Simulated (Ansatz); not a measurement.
# F₂H₂Si···NH₃···NH₃: what the fields show

```xyz
13

Si   -0.8680   -0.1928   -0.4325
H    -0.2468    1.1174   -0.7760
F    -1.6066   -0.9880   -1.6558
F    -0.1234   -1.1511    0.6750
H    -2.0787    0.1794    0.3681
H     0.6558    1.8151    1.6567
N     0.2192    1.3626    2.4588
H     0.9004   -0.5674   -2.5601
N     0.9097   -0.9088   -1.5991
H     0.3316    0.3603    2.3123
H    -0.7808    1.5398    2.3667
H     0.8903   -1.9280   -1.6386
H     1.7972   -0.6386   -1.1754
```

Level of theory: RKS PBE0-D4/def2-SVP in Ansatz 0.2.0.

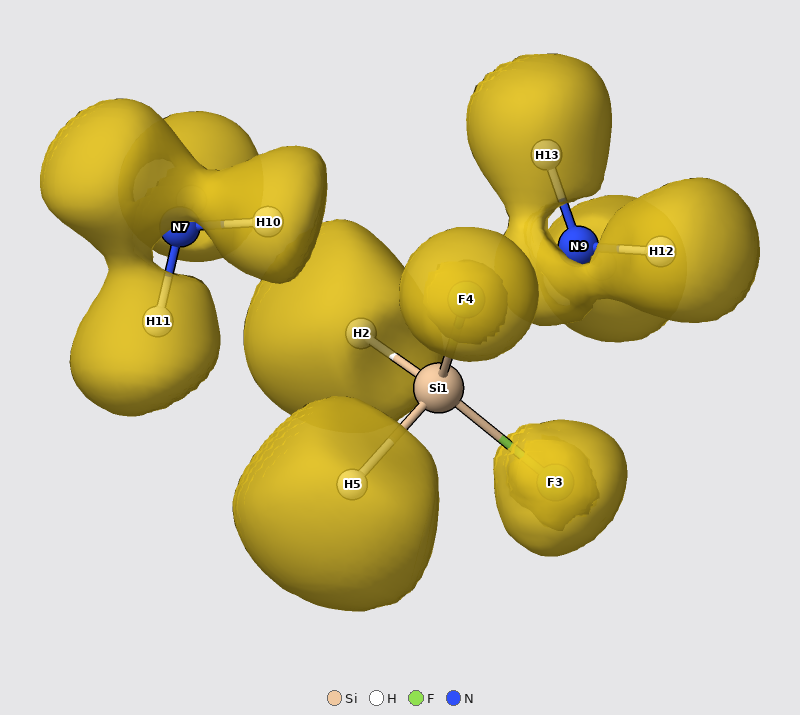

Figure 1. Isosurface of the electron localisation function at 0.8 (yellow), seen at a tilt. Core shells and regions of very low density are left out.

> What do the ELF domains correspond to?

The surface consists of two regions around hydrogen nuclei, two regions wrapped around F (its lone pairs, merged into a ring or cap) and two joined regions spread over several atoms (H, N), in which their bonds and any lone pairs are merged. Along the contacts the grid gives the following. Si1···N9 (2.24 Å): the ELF peaks at about 0.95 in the valence shell of N, 0.7 Å from its nucleus, and is about 0.60 at the midpoint. Si–F (1.64 Å): the ELF peaks at about 0.85 in the valence shell of F, 0.6 Å from its nucleus, and is about 0.45 at the midpoint.

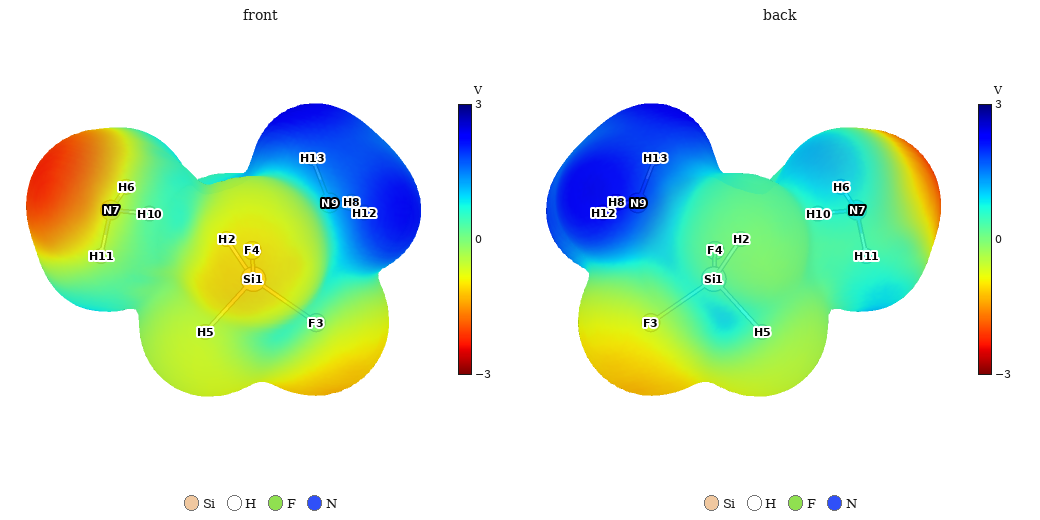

Figure 2. The molecular electrostatic potential painted on the density surface at 0.002 e/bohr³, seen from the front and from behind; the colour scale runs from red (negative) to blue (positive).

> Which sites attract a positive test charge, and which a negative one?

A positive charge is drawn to the negative regions and a negative charge to the positive ones. The most negative region (about −2.3 V) lies over N7, the most positive (about +2.4 V) over H8 and H13. N7 is the likeliest acceptor of a hydrogen bond.

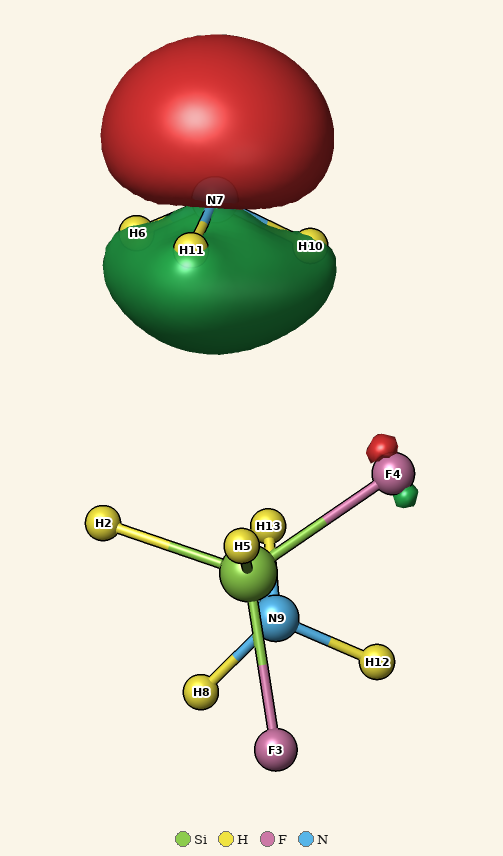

Figure 3. The HOMO at ±0.15 Å⁻³ᐟ² (green and red are the two phases), seen at an oblique angle.

> Where does this orbital lie, and at what energy?

Its weight (Hirshfeld) is mainly on N7 (about 80 %); largely a lone pair of N7. Its energy is −7.04 eV.

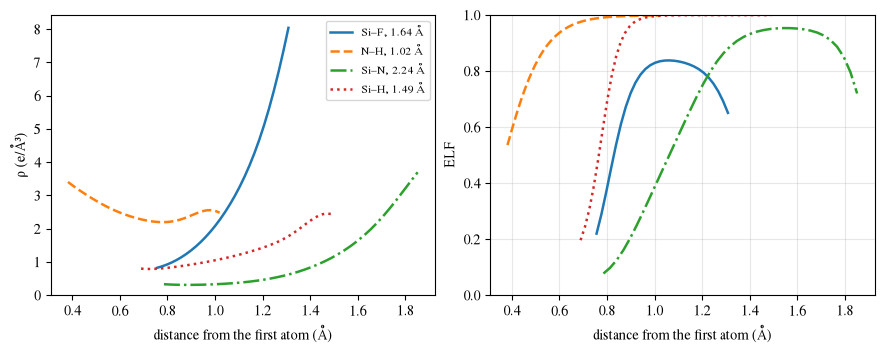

Figure 4. Electron density and ELF along straight lines between neighbouring atoms. The curves leave out the atomic cores.

> What can be read from the curves?

Si–F (1.64 Å): ρ at the midpoint is about 0.98 e/Å³; the ELF peaks at about 0.85 in the valence shell of F, 0.6 Å from its nucleus, and is about 0.45 at the midpoint.
N–H (1.02 Å): ρ is about 2.8 e/Å³ halfway; the ELF climbs to about 1 towards the hydrogen, as it does in any bond to H: an ordinary covalent bond to hydrogen.
Si1···N9 (2.24 Å): the density falls to about 0.31 e/Å³ on the way; the ELF peaks at about 0.95 in the valence shell of N, 0.7 Å from its nucleus, and is about 0.60 at the midpoint.
Si–H (1.49 Å): ρ at the midpoint is about 0.79 e/Å³; the ELF climbs to about 1 towards the hydrogen.
